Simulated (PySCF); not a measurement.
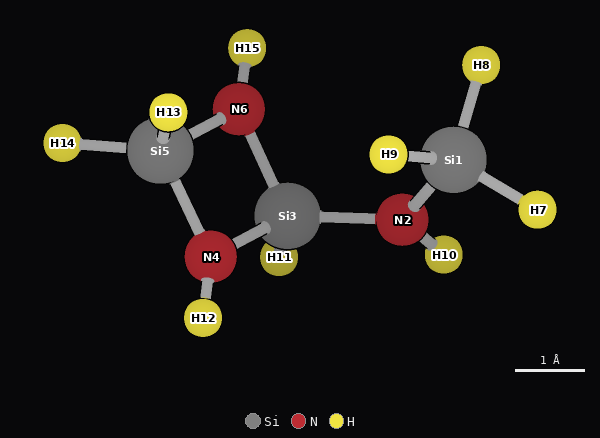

Fig. 1: The structure as given in the input (ball-and-stick view, seen at a tilt; atoms are numbered from 1 in the order of the input). Bond lengths as drawn: H–N 1.01 Å, H–Si 1.49 to 1.50 Å and N–Si 1.73 to 1.75 Å.

## Two runs on Si3N3H9

System: Si3N3H9.
Method of run 1: GIAO KT2/pcSseg-2 NMR shielding, non-relativistic, gas phase (PySCF 2.14.0).

The geometry comes from this level: PBE0-D3(BJ)/def2-SVP. Text and figures count atoms from 1; the logs count them from 0 in places.

## Input, run 1
```
{"job": {"kind": "nmr", "xc": "KT2", "basis": "pcSseg-2", "pop": false}, "charge": 0, "multiplicity": 1}
Si    -2.292755     0.376463     0.363244
N     -1.451965    -1.095773    -0.051693
Si     0.267023    -1.268330    -0.059284
N      1.189226    -0.299783    -1.183436
Si     2.004254     0.595287     0.071137
N      1.058294    -0.349415     1.196194
H     -3.621444     0.381934    -0.323564
H     -2.543363     0.528193     1.831695
H     -1.485879     1.543607    -0.097489
H     -2.011269    -1.926146    -0.218609
H      0.515606    -2.738130    -0.130292
H      1.177987    -0.225727    -2.189218
H      1.757563     2.072430     0.091818
H      3.486142     0.397949     0.152149
H      1.059904    -0.429248     2.201947
```

The first line tells a small driver script what to run in PySCF; the rest is the geometry in Å.

Launched with:
```bash
OMP_NUM_THREADS=1 python <driver script> task.json out
```

Hardware: 1 CPU thread, shared host.

## Output (run 1)
```
coarse grid: 13640 points
cycle   1  E = -1048.4699066424  dE =  5.276e-01  |g| = 8.761e-01  |ddm| = 2.928e+00
cycle   2  E = -1047.8649021016  dE =  6.050e-01  |g| = 1.782e+00  |ddm| = 2.260e+00
cycle   3  E = -1048.6382962218  dE = -7.734e-01  |g| = 1.085e-01  |ddm| = 1.860e+00
cycle   4  E = -1048.6418046040  dE = -3.508e-03  |g| = 4.261e-02  |ddm| = 2.023e-01
cycle   5  E = -1048.6423024278  dE = -4.978e-04  |g| = 1.475e-02  |ddm| = 6.350e-02
cycle   6  E = -1048.6423481570  dE = -4.573e-05  |g| = 6.262e-03  |ddm| = 1.637e-02
cycle   7  E = -1048.6423561431  dE = -7.986e-06  |g| = 1.734e-03  |ddm| = 5.410e-03
final grid: 117104 points
cycle   8  E = -1048.6918539404  dE = -3.118e-04  |g| = 2.126e-02  |ddm| = 7.619e-02
cycle   9  E = -1048.6917658771  dE =  8.806e-05  |g| = 2.618e-02  |ddm| = 2.532e-02
cycle  10  E = -1048.6918834082  dE = -1.175e-04  |g| = 8.587e-03  |ddm| = 2.202e-02
cycle  11  E = -1048.6918992736  dE = -1.587e-05  |g| = 1.022e-03  |ddm| = 6.469e-03
cycle  12  E = -1048.6918995077  dE = -2.341e-07  |g| = 3.478e-04  |ddm| = 1.101e-03
cycle  13  E = -1048.6918995286  dE = -2.086e-08  |g| = 1.591e-04  |ddm| = 3.670e-04
cycle  14  E = -1048.6918995348  dE = -6.253e-09  |g| = 1.897e-05  |ddm| = 1.456e-04
cycle  15  E = -1048.6918995349  dE = -9.891e-11  |g| = 4.554e-06  |ddm| = 2.416e-05
converged SCF energy = -1048.6918995349

GIAO shielding tensors (ppm)
atom      isotropic    diamagn.    paramagn.     s11        s22        s33       span
  0 Si     413.895     880.687    -466.792    368.623    401.226    471.834    103.211
  1 N      209.176     323.638    -114.462    167.862    206.063    253.602     85.740
  2 Si     380.514     879.616    -499.103    351.258    388.498    401.785     50.527
  3 N      219.050     327.509    -108.459    180.657    208.822    267.670     87.013
  4 Si     378.656     879.346    -500.691    356.194    365.381    414.392     58.198
  5 N      220.275     326.743    -106.468    182.495    213.885    264.443     81.948
  6 H       26.480      28.161      -1.682     23.286     24.631     31.523      8.237
  7 H       26.357      28.832      -2.475     22.927     24.435     31.710      8.783
  8 H       26.238      30.341      -4.102     23.008     25.839     29.868      6.861
  9 H       29.902      31.875      -1.973     23.253     26.932     39.521     16.268
 10 H       25.388      28.428      -3.041     21.332     23.687     31.144      9.812
 11 H       30.320      32.798      -2.479     23.835     24.972     42.152     18.316
 12 H       25.266      28.988      -3.722     21.969     23.438     30.390      8.421
 13 H       25.363      27.154      -1.791     22.205     23.349     30.534      8.328
 14 H       30.213      33.024      -2.811     23.636     25.032     41.971     18.334
```

For run 2 the input was changed thus:
```diff
-"xc": "KT2"
-"basis": "pcSseg-2"
-"pop": false
+"xc": "PBE0"
+"basis": "pcSseg-1"
```

What does this change do to the results?

The total energies belong to different models, so their difference says nothing on which is more stable or more accurate. The HOMO goes from −5.84 to −7.02 eV. The LUMO goes from −1.03 to 0.29 eV. The dipole moment goes from 0.79 to 0.84 D. Of all shieldings, the largest change is that of N2, by +16.8 ppm. The functional changes from KT2 to PBE0. The SCF takes 12 iterations against 15. The basis functions go from 363 to 168.

## Output (run 2)
```
coarse grid: 13640 points
cycle   1  E = -1037.5446519500  dE =  5.335e-01  |g| = 7.080e-01  |ddm| = 3.624e+00
cycle   2  E = -1037.4335638454  dE =  1.111e-01  |g| = 9.935e-01  |ddm| = 1.396e+00
cycle   3  E = -1037.6476180665  dE = -2.141e-01  |g| = 5.041e-02  |ddm| = 9.359e-01
cycle   4  E = -1037.6482166708  dE = -5.986e-04  |g| = 1.113e-02  |ddm| = 7.313e-02
cycle   5  E = -1037.6482375654  dE = -2.089e-05  |g| = 3.916e-03  |ddm| = 1.578e-02
cycle   6  E = -1037.6482406778  dE = -3.112e-06  |g| = 1.470e-03  |ddm| = 4.849e-03
final grid: 117104 points
cycle   7  E = -1037.6732712689  dE = -1.520e-05  |g| = 7.619e-03  |ddm| = 1.756e-02
cycle   8  E = -1037.6732576609  dE =  1.361e-05  |g| = 1.109e-02  |ddm| = 1.521e-02
cycle   9  E = -1037.6732833268  dE = -2.567e-05  |g| = 3.110e-04  |ddm| = 8.985e-03
cycle  10  E = -1037.6732833349  dE = -8.112e-09  |g| = 1.656e-04  |ddm| = 3.693e-04
cycle  11  E = -1037.6732833402  dE = -5.273e-09  |g| = 5.994e-05  |ddm| = 1.729e-04
cycle  12  E = -1037.6732833409  dE = -7.296e-10  |g| = 9.523e-06  |ddm| = 5.736e-05
converged SCF energy = -1037.6732833409

GIAO shielding tensors (ppm)
atom      isotropic    diamagn.    paramagn.     s11        s22        s33       span
  0 Si     411.271     879.472    -468.201    367.958    399.011    466.845     98.887
  1 N      225.949     325.965    -100.016    195.859    213.553    268.433     72.574
  2 Si     382.295     880.929    -498.634    357.718    386.577    402.591     44.873
  3 N      234.198     326.169     -91.971    192.132    226.074    284.388     92.256
  4 Si     379.434     879.819    -500.385    355.670    368.921    413.710     58.040
  5 N      236.064     325.709     -89.645    194.080    230.922    283.189     89.109
  6 H       26.700      28.226      -1.526     23.301     24.674     32.126      8.825
  7 H       26.611      28.996      -2.386     23.017     24.630     32.184      9.167
  8 H       26.410      30.730      -4.320     22.832     26.338     30.061      7.230
  9 H       30.439      30.592      -0.153     22.940     27.116     41.263     18.323
 10 H       25.963      28.371      -2.408     21.717     23.997     32.176     10.459
 11 H       30.848      32.822      -1.973     23.762     25.256     43.527     19.764
 12 H       25.646      29.616      -3.969     22.244     23.600     31.094      8.850
 13 H       25.767      27.653      -1.886     22.532     23.318     31.451      8.920
 14 H       30.836      32.886      -2.049     23.661     25.394     43.453     19.792
```

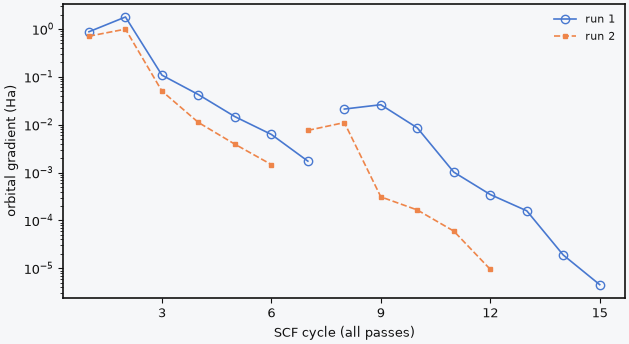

Fig. 2: Convergence of the two runs: orbital gradient against the SCF cycle. A break in a curve parts two SCF passes (coarse and final grid). Run 1 takes 15 cycles in all, and run 2 takes 12.

## The two runs side by side

```csv
quantity,run 1,run 2
outcome,converged,converged
total energy (hartree),−1048.691900,−1037.673283
HOMO (eV),−5.84,−7.02
LUMO (eV),−1.03,0.29
dipole moment (D),0.79,0.84
shielding of Si1 (ppm),413.9,411.3
shielding of N2 (ppm),209.2,225.9
shielding of Si3 (ppm),380.5,382.3
shielding of N4 (ppm),219.0,234.2
shielding of Si5 (ppm),378.7,379.4
shielding of N6 (ppm),220.3,236.1
shielding of H15 (ppm),30.2,30.8
SCF iterations,15,12
basis functions,363,168
wall time (shared host),71 s,15 s
```
